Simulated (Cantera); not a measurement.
A closed system holds: 1 mol Si3N4, a varied amount of Cl2, equilibrated at 900 °C and 1.00 bar.

Equilibrium computed with Cantera from the NASA thermochemical tables; the gas is ideal and each condensed phase is pure. Candidate condensed phases: Si, Si3N4; 13 gas species. The tables' values for SiCl3 are old estimates; treat these amounts as uncertain. Equilibrium is a limit: real reactors are often held back by kinetics, nucleation or transport.

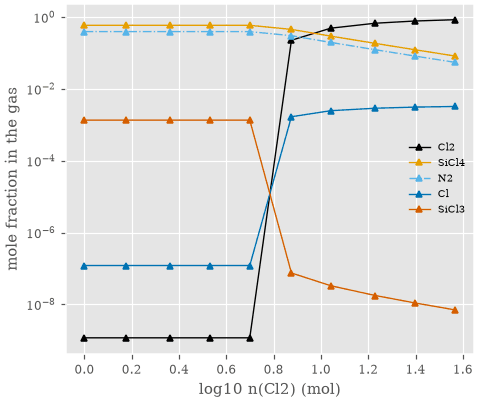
Equilibrium gas composition (values under 1e-9 drawn at 1e-9)

Question: Read off the mole fractions at 2.3 mol Cl2.

Answer: SiCl4 about 0.60, N2 about 0.40, SiCl3 about 0.0014, Cl about 1.2e-7.
